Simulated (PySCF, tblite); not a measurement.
# C₄H₇OS radical: geometry, infrared bands and EPR parameters

Wanted: the infrared bands and EPR parameters of C₄H₇OS radical (`CCO[CH]C=S`), by calculation.

Programs: tblite 0.8.0 and PySCF 2.14.0, with density-fitted response routines of our own. Each step states its level of theory. These are calculated values for one molecule in the gas phase, unless marked as measured. Atoms count from 0, in the outputs and in this text.

## 1. The molecule as given

13 atoms, charge 0, multiplicity 2; geometry from: force field or distance geometry start.

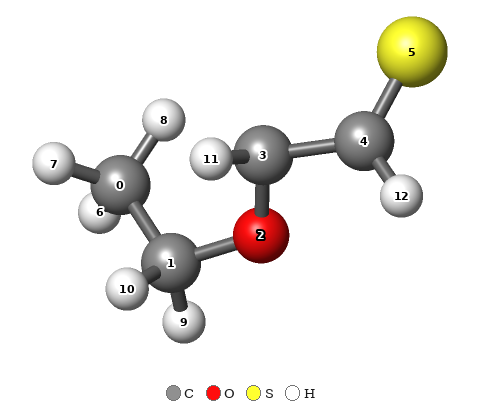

The starting geometry (carbon grey, oxygen red, sulfur yellow, hydrogen white), atoms numbered; sticks join atoms by distance.

## 2. Geometry optimisation with GFN2-xTB

Job settings and geometry (Å):

```
{"job": {"kind": "relax", "xc": "GFN2-xTB", "basis": "xTB"}, "charge": 0, "multiplicity": 2}
C     -1.782600     0.325800    -0.248600
C     -0.895500    -0.885300    -0.211500
O      0.394200    -0.625000    -0.643200
C      1.076500     0.352600     0.051300
C      2.448500     0.422200    -0.505500
S      2.881300     1.672600    -1.108200
H     -2.706200     0.116400    -0.876000
H     -2.103100     0.580100     0.787900
H     -1.281400     1.209200    -0.647000
H     -1.335100    -1.594500    -0.960500
H     -0.860800    -1.344700     0.803900
H      1.055500     0.207200     1.154900
H      3.104500    -0.436200    -0.476700
```

Started as:

```
$ OMP_NUM_THREADS=1 python probes_run.py task.json out
```

The driver reads the jobs from task.json and runs them one after another.

What it wrote:

```text
step      E/eV     max force
  0    -524.64165   11.640
  1    -525.23308    5.413
  2    -525.58373    3.009
  3    -525.74886    2.088
  4    -525.81810    0.862
  5    -525.92130    0.810
  6    -526.01830    1.262
  7    -526.07410    1.353
  8    -526.23143    1.279
  9    -526.39608    1.398
 10    -526.58006    1.493
 11    -526.69553    3.296
 12    -526.76860    1.673
 13    -526.96762    1.073
 14    -527.06853    0.785
 15    -527.15390    0.816
 16    -527.20716    0.781
 17    -527.25772    0.651
 18    -527.28456    0.466
 19    -527.30349    0.288
 20    -527.31738    0.371
 21    -527.33045    0.333
 22    -527.33957    0.208
 23    -527.34723    0.195
 24    -527.35341    0.202
 25    -527.35724    0.144
 26    -527.35968    0.129
 27    -527.36199    0.121
 28    -527.36500    0.134
 29    -527.36846    0.151
 30    -527.37190    0.168
 31    -527.37546    0.197
 32    -527.38046    0.189
 33    -527.38675    0.234
 34    -527.39207    0.206
 35    -527.39589    0.163
 36    -527.39911    0.157
 37    -527.40206    0.154
 38    -527.40574    0.168
 39    -527.41017    0.181
 40    -527.41567    0.182
 41    -527.42195    0.230
 42    -527.42941    0.249
 43    -527.43376    0.245
 44    -527.43974    0.175
 45    -527.44202    0.159
 46    -527.44704    0.156
 47    -527.45035    0.180
 48    -527.45427    0.165
 49    -527.45694    0.135
 50    -527.45885    0.141
 51    -527.46176    0.180
 52    -527.46405    0.163
 53    -527.46833    0.159
 54    -527.47201    0.164
 55    -527.47649    0.223
 56    -527.47620    0.400
 57    -527.48778    0.280
 58    -527.49360    0.234
 59    -527.49921    0.356
 60    -527.50384    0.179
 61    -527.50585    0.125
 62    -527.51111    0.265
 63    -527.51477    0.137
 64    -527.51764    0.082
 65    -527.51870    0.064
 66    -527.51937    0.069
 67    -527.51999    0.070
 68    -527.52085    0.075
 69    -527.52155    0.084
 70    -527.52199    0.050
 71    -527.52224    0.048
 72    -527.52252    0.054
 73    -527.52297    0.064
 74    -527.52366    0.078
 75    -527.52444    0.066
 76    -527.52512    0.069
 77    -527.52559    0.060
 78    -527.52590    0.083
 79    -527.52626    0.084
 80    -527.52660    0.046
 81    -527.52680    0.022
 82    -527.52686    0.021
 83    -527.52696    0.020
 84    -527.52702    0.026
 85    -527.52711    0.023
 86    -527.52720    0.026
 87    -527.52729    0.038
 88    -527.52739    0.044
 89    -527.52753    0.042
 90    -527.52776    0.038
 91    -527.52813    0.052
 92    -527.52858    0.051
 93    -527.52898    0.063
 94    -527.52924    0.051
 95    -527.52939    0.032
 96    -527.52950    0.028
 97    -527.52957    0.018
 98    -527.52961    0.013
 99    -527.52963    0.009
```

Run time: 0.83 s. Hardware: 1 thread of Arm Neoverse N1, shared host; peak memory 0.18 GiB.

Along the way: (not every step is listed)

| step | energy from step 0 (eV) | largest force (eV/Å) |
| --- | --- | --- |
| 0 | 0.0000 | 11.6396 |
| 1 | -0.5914 | 5.4127 |
| 2 | -0.9421 | 3.0094 |
| 3 | -1.1072 | 2.0884 |
| 4 | -1.1764 | 0.8616 |
| 5 | -1.2796 | 0.8102 |
| 6 | -1.3766 | 1.2622 |
| 7 | -1.4325 | 1.3533 |
| 8 | -1.5898 | 1.2790 |
| 16 | -2.5655 | 0.7814 |
| 24 | -2.7118 | 0.2021 |
| 32 | -2.7388 | 0.1895 |
| 40 | -2.7740 | 0.1820 |
| 48 | -2.8126 | 0.1651 |
| 56 | -2.8345 | 0.3998 |
| 64 | -2.8760 | 0.0816 |
| 72 | -2.8809 | 0.0543 |
| 80 | -2.8850 | 0.0460 |
| 88 | -2.8857 | 0.0438 |
| 94 | -2.8876 | 0.0509 |
| 95 | -2.8877 | 0.0323 |
| 96 | -2.8878 | 0.0279 |
| 97 | -2.8879 | 0.0182 |
| 98 | -2.8880 | 0.0135 |
| 99 | -2.8880 | 0.0092 |

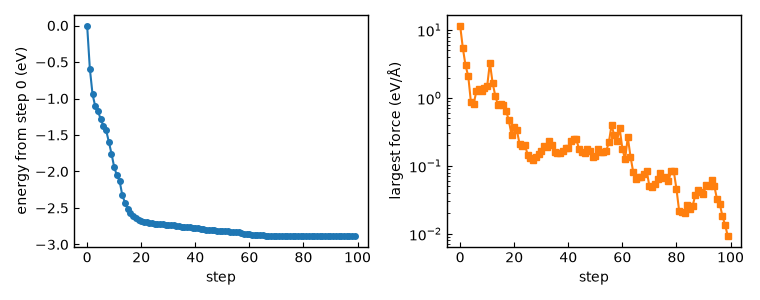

Energy and force, step by step.

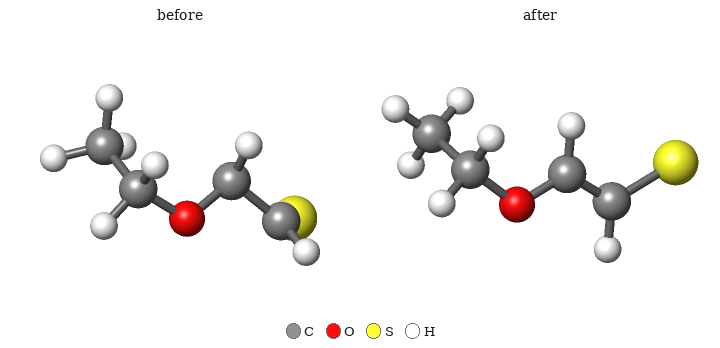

The geometry before (left) and after (right).

Close pairs (by a distance rule), those that changed most:

| bond | before (Å) | after (Å) | change (Å) |
| --- | --- | --- | --- |
| C4–S5 | 1.454 | 1.695 | +0.241 |
| C3–C4 | 1.482 | 1.354 | -0.129 |
| C0–H6 | 1.136 | 1.086 | -0.050 |
| O2–C3 | 1.380 | 1.337 | -0.043 |
| C1–O2 | 1.385 | 1.417 | +0.033 |
| C1–H9 | 1.121 | 1.092 | -0.029 |
| C3–H11 | 1.113 | 1.086 | -0.027 |
| C0–H7 | 1.114 | 1.088 | -0.026 |

The final coordinates are the input of the step that follows.

## 3. Infrared spectrum with GFN2-xTB

Job settings and geometry (Å):

```
{"job": {"kind": "ir", "xc": "GFN2-xTB", "basis": "xTB"}, "charge": 0, "multiplicity": 2}
C     -1.835102     0.276630    -0.388104
C     -0.914123    -0.914319    -0.146703
O      0.375795    -0.700146    -0.693505
C      1.202320     0.090844    -0.002405
C      2.409012     0.464081    -0.489552
S      3.462314     1.449598     0.400610
H     -2.821478     0.062025     0.012414
H     -1.443100     1.167579     0.097740
H     -1.918678     0.471983    -1.454074
H     -1.297586    -1.801180    -0.656355
H     -0.835586    -1.123220     0.927651
H      0.886160     0.418563     0.983352
H      2.725664     0.138048    -1.470044
```

What it wrote:

```text
mode    cm-1     km/mol
  1      71.1      0.64
  2     113.1      0.42
  3     150.5      1.17
  4     211.2      2.47
  5     223.4      4.18
  6     369.2      6.10
  7     394.4     12.41
  8     488.6      4.69
  9     734.1      4.87
 10     827.9      4.63
 11     888.1     11.87
 12     905.6     16.24
 13     935.6     11.67
 14    1050.8     13.59
 15    1085.4      7.97
 16    1133.7     70.49
 17    1178.3    102.02
 18    1205.0    176.13
 19    1263.7     63.19
 20    1284.5     55.11
 21    1322.6      3.36
 22    1401.3      8.41
 23    1457.7      7.40
 24    1477.6      7.64
 25    1490.6      5.34
 26    1519.9    452.32
 27    2911.8     39.74
 28    2982.6     11.66
 29    3017.7     25.65
 30    3040.1     24.95
 31    3052.7     13.15
 32    3056.8     11.49
 33    3057.5     25.55
```

It took 0.51 s on 1 thread of Arm Neoverse N1, shared host; peak memory 0.18 GiB.

Which atoms move in the most intense modes:

| cm⁻¹ | km/mol | atoms |
| --- | --- | --- |
| 1134 | 70.5 | C1 24 %, H10 15 %, O2 12 % |
| 1178 | 102.0 | H12 53 %, C4 18 %, O2 15 % |
| 1205 | 176.1 | O2 17 %, C3 17 %, C1 10 % |
| 1264 | 63.2 | H10 28 %, H9 17 %, H11 16 %, C3 11 % |
| 1284 | 55.1 | H11 60 %, H9 10 % |
| 1520 | 452.3 | C3 59 %, C4 32 % |
| 2912 | 39.7 | H10 93 % |
| 3018 | 25.6 | H11 91 % |

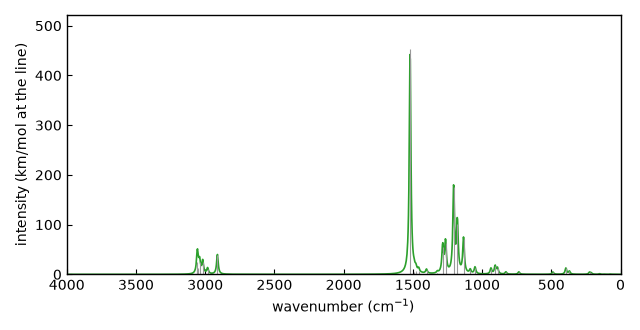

The infrared spectrum from these modes, unscaled. Lines are broadened to a width of 14 cm⁻¹ (Lorentzian).

## 4. g tensor and hyperfine couplings: B3LYP/pcH-1

The job, as its differences from that of step 3:

```diff
@@ -1,2 +1,2 @@
-{"job": {"kind": "ir", "xc": "GFN2-xTB", "basis": "xTB"}, "charge": 0, "multiplicity": 2}
+{"job": {"kind": "epr", "basis": "pcH-1"}, "charge": 0, "multiplicity": 2}
 C     -1.835102     0.276630    -0.388104
```

With the program's defaults for keys left out, this is: UKS B3LYP, pcH-1 on C H O S, non-relativistic, mean-field spin-orbit, GIAO.

What it wrote:

```text
UKS, coarse grid
  cycle   1  E = -629.95906552  |g| = 4.00e-01
  cycle   2  E = -629.89699176  |g| = 5.71e-01
  cycle   3  E = -630.02565566  |g| = 8.61e-02
  cycle   4  E = -630.02836339  |g| = 3.90e-02
  cycle   5  E = -630.02907148  |g| = 1.20e-02
  cycle   6  E = -630.02916243  |g| = 6.09e-03
  cycle   7  E = -630.02919348  |g| = 2.54e-03
  cycle   8  E = -630.02919987  |g| = 1.54e-03
  cycle   9  E = -630.02920060  |g| = 7.01e-04
UKS, final grid
  cycle   1  E = -630.02921280  |g| = 1.28e-03
  cycle   2  E = -630.02921059  |g| = 2.49e-03
  cycle   3  E = -630.02921363  |g| = 1.27e-04
  cycle   4  E = -630.02921363  |g| = 4.46e-05
  cycle   5  E = -630.02921364  |g| = 3.21e-05
  cycle   6  E = -630.02921364  |g| = 6.61e-06
E = -630.02921364 Eh   <S^2> = 0.7627 (exact 0.7500)
g shifts (ppm)      1          2          3
  rmc          -230       -230       -230
  gc            -12         46         49
  oz_so          31      11261      75382
  total        -211      11078      75201
hyperfine (MHz)  atom isotope    a_iso     a_fc   dipolar eigenvalues
    0   13C       3.22       3.22     -1.17     -0.52      1.69
    1   13C      -3.51      -3.51     -0.89     -0.48      1.38
    2   17O     -15.45     -15.45    -44.87     21.81     23.06
    3   13C      24.91      24.91    -30.61    -29.67     60.27
    4   13C     -22.82     -22.82     -3.16     -0.04      3.20
    5   33S      13.60      13.60    -60.26    -59.50    119.76
    6    1H      -0.45      -0.45     -0.99     -0.67      1.67
    7    1H      -0.06      -0.06     -2.06     -0.90      2.96
    8    1H      -0.40      -0.40     -1.21     -0.94      2.15
    9    1H       1.28       1.28     -1.96     -1.63      3.59
   10    1H       5.48       5.48     -2.08     -1.74      3.82
   11    1H     -24.65     -24.65    -11.25     -2.79     14.04
   12    1H       0.14       0.14     -4.15      0.70      3.45
```

It took 61 s on 1 thread of Arm Neoverse N1, shared host; peak memory 0.87 GiB.

Principal g values 2.00211, 2.01340, 2.07752; g(iso) = 2.03101, against 2.00232 for a free electron. They are not to be trusted: the run shows nearly degenerate orbitals, where second-order g theory doesn't apply.

Mean a(iso) over the nuclei that a row names, and the largest dipolar term of the row (other rows stand at the frozen geometry):

| nuclei | isotope | a(iso) (MHz) | a(iso) (G, at g = 2.0023) | largest dipolar term (MHz) |
| --- | --- | --- | --- | --- |
| C3 | 13C | 24.9 | 8.9 | 60.3 |
| H11 | 1H | -24.7 | -8.8 | 14.0 |
| C4 | 13C | -22.8 | -8.1 | 3.2 |
| O2 | 17O | -15.4 | -5.5 | -44.9 |
| S5 | 33S | 13.6 | 4.9 | 119.8 |
| C1 | 13C | -3.5 | -1.3 | 1.4 |
| H9, H10 | 1H | 3.4 | 1.2 | 3.8 |
| C0 | 13C | 3.2 | 1.1 | 1.7 |
| H6, H7, H8 | 1H | -0.3 | -0.1 | 3.0 |
| H12 | 1H | 0.1 | 0.0 | -4.1 |

Mulliken spin populations:

C0 0.01; C1 -0.01; O2 0.10; C3 0.35; C4 -0.09; S5 0.65; H6 0.00; H7 0.00; H8 0.00; H9 0.00; H10 0.01; H11 -0.02; H12 0.00

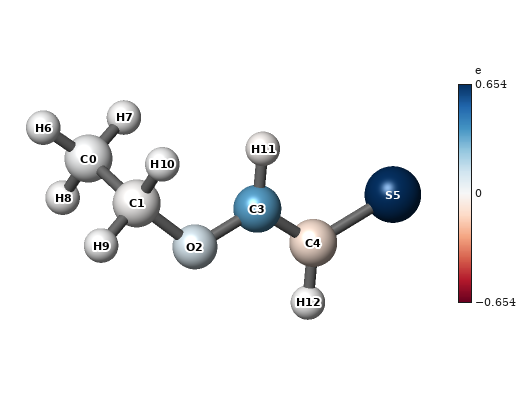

Mulliken spin populations, as colours on the atoms.

The fields below are evaluated on a grid from the run's orbitals.

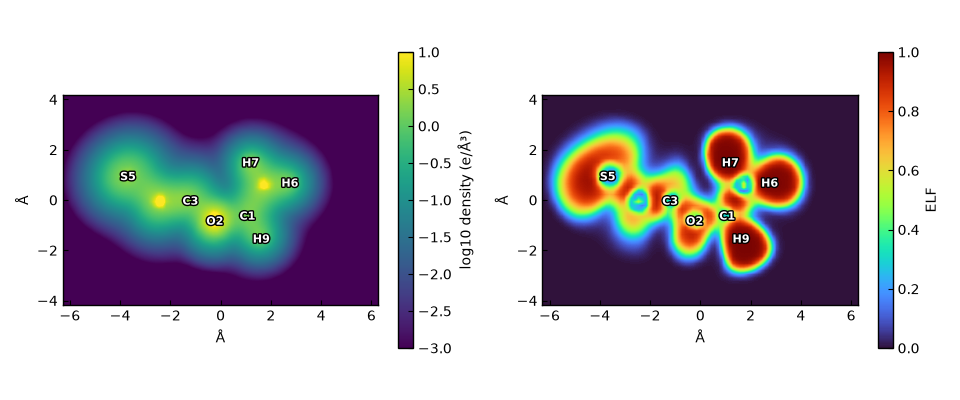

Density (left) and ELF (right) in a plane through or near 7 of the atoms.

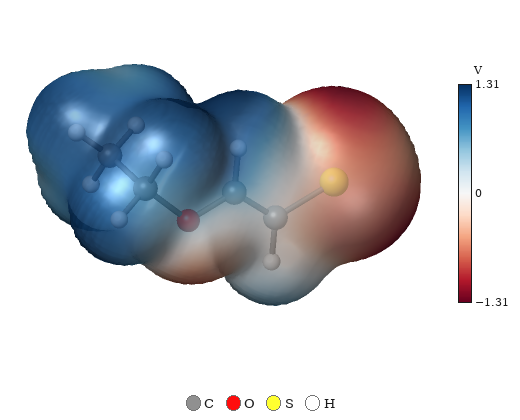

Electrostatic potential on the surface of density 0.002 e/bohr³; red is low, blue high. It runs from -1.30 V near S5 to 1.31 V near H11.

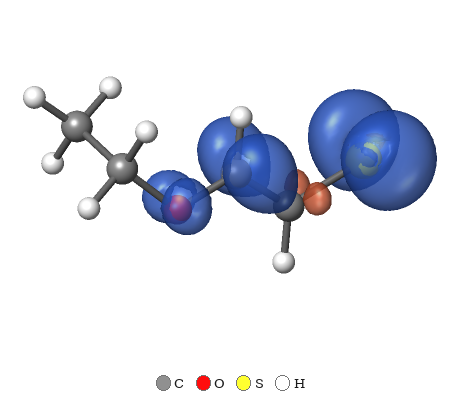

Spin density at ±0.03 e/Å³ (alpha excess blue, beta excess red).

## 5. What came out

```
                                                                  quantity                                            value
                                 strongest single infrared mode (GFN2-xTB)                            1520 cm⁻¹, 452 km/mol
                                              zero-point energy (GFN2-xTB)                                    63.3 kcal/mol
                                                            g(iso) (B3LYP)                                          2.03101
                                                                      ⟨S²⟩                               0.763 (exact 0.75)
                                        largest a(iso) (averaged by class)                              13C on C3, 24.9 MHz
potential on the surface of density 0.002 e/bohr³, 1st and 99th percentile                               -1.30 V and 1.31 V
                                             property runs in this session  1, of which 0 failed and 1 gave unsound results
```

Relaxing lowered the energy by 2.888 eV in 99 steps; the close pair that moved most is C4–S5, from 1.454 to 1.695 Å. All 33 modes are real, so the xTB geometry is a minimum. The strongest single mode, at 1520 cm⁻¹, moves mainly C3 and C4. Unscaled tight-binding wavenumbers are off by several per cent, some by more. Its intensities can rank the bands wrongly. S5 carries the largest spin population, 0.65 e. The isotropic g lies 28.7 ppt above the free-electron value. These values are not to be trusted: the run shows nearly degenerate orbitals, where second-order g theory doesn't apply. These values are for one conformer; the search (at its own cheap level) found 1 more, at 0.89 kcal/mol, and measured spectra average over such forms.
